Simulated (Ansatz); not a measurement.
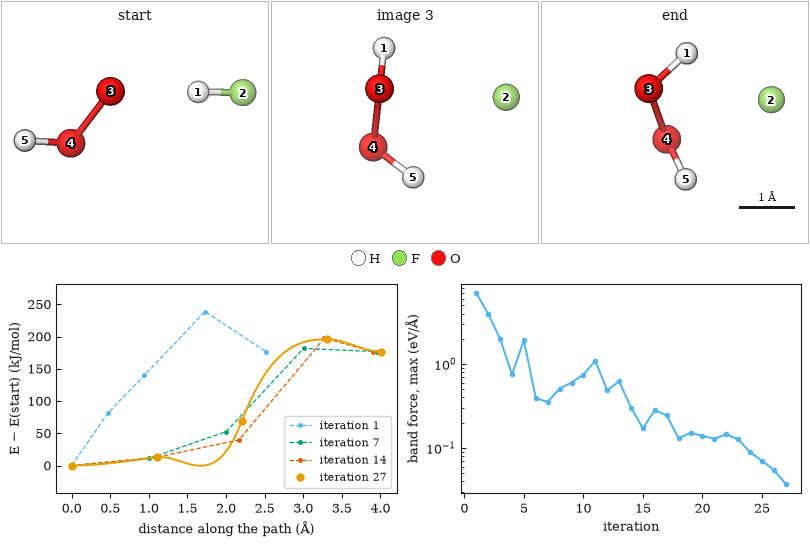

NEB run on H$_{2}$O$_{2}$F (multiplicity 2). Images are numbered from 0 (start) to 4 (end). The plot follows the band through its iterations. A ball-and-stick model, seen from a free direction.

All numbers below come from Ansatz, UKS BHLYP-D4/def2-SVP.

The input:
```yaml
crystal:
  periodic: [false, false, false]
  atoms:
    - { symbol: H, position_ang: [-0.364876, -1.260158, 0.334497] }
    - { symbol: F, position_ang: [-0.28872, -2.119631, 0.656704] }
    - { symbol: O, position_ang: [-0.497301, 0.430471, -0.294272] }
    - { symbol: O, position_ang: [0.638115, 1.027671, -0.174563] }
    - { symbol: H, position_ang: [0.512781, 1.921548, -0.522267] }
magnetization:
  spin_polarized: true
  initial_magnetization: 1
basis:
  gaussian: { orbitals: def2-SVP }
hamiltonian:
  xc: { name: BHLYP }
  dispersion: d4
neb:
  order_check: false
  images: 3
  f_tol: 0.05
  max_iterations: 60
  climbing: true
  final_atoms:
    - { symbol: H, position_ang: [-1.05825894, -0.51067573, -0.05924727] }
    - { symbol: F, position_ang: [0.82419215, -1.33674012, 0.49286808] }
    - { symbol: O, position_ang: [-0.94873709, 0.42377532, -0.25885788] }
    - { symbol: O, position_ang: [0.30818774, 0.67036015, 0.2983136] }
    - { symbol: H, position_ang: [0.87461514, 0.75318139, -0.47297753] }
  initial_path:
    images:
      - { positions_ang: [[-0.364876, -1.260158, 0.334497], [-0.28872, -2.119631, 0.656704], [-0.497301, 0.430471, -0.294272], [0.638115, 1.027671, -0.174563], [0.512781, 1.921548, -0.522267]] }
      - { positions_ang: [[-0.40425285, -1.06153731, 0.30234458], [-0.15496045, -2.04206834, 0.55782991], [-0.5795967, 0.37331951, -0.22697565], [0.5057621, 1.06369801, -0.01748129], [0.6330469, 1.66648913, -0.61561856]] }
      - { positions_ang: [[-0.44362971, -0.86291662, 0.27019216], [-0.02120089, -1.96450568, 0.45895582], [-0.66189239, 0.31616802, -0.1596793], [0.37340919, 1.09972503, 0.13960042], [0.7533128, 1.41143025, -0.70897011]] }
      - { positions_ang: [[-0.75094433, -0.68679617, 0.10547245], [0.40149563, -1.6506229, 0.47591195], [-0.80531474, 0.36997167, -0.20926859], [0.34079846, 0.88504259, 0.21895701], [0.81396397, 1.08230582, -0.59097382]] }
      - { positions_ang: [[-1.05825894, -0.51067573, -0.05924727], [0.82419215, -1.33674012, 0.49286808], [-0.94873709, 0.42377532, -0.25885788], [0.30818774, 0.67036015, 0.2983136], [0.87461514, 0.75318139, -0.47297753]] }
```

Launched with:
```bash
ansatz run input.yaml --threads 1 --pin off --max-ram 2048MiB --backend cpu --events-out ev --progress --plain --runs-dir out
```

### How did the profile develop, and is the result final?

The run is converged, with reservations. The band converged in 27 iterations. The largest component of the band force went from 7 to 0.037 eV/Å. The climbing image converged on the top of the path. Its curvatures weren't checked. So few images resolve the path coarsely. The first iteration put the highest image at 238.8 kJ/mol. The energy climbs by 195.9 kJ/mol to image 3 and then falls by 19.3 kJ/mol, so the end point sits at +176.6 kJ/mol.

The run took 4.7 min on 1 thread of Arm Neoverse V1, with other jobs on the host, peak memory 0.12 GiB.
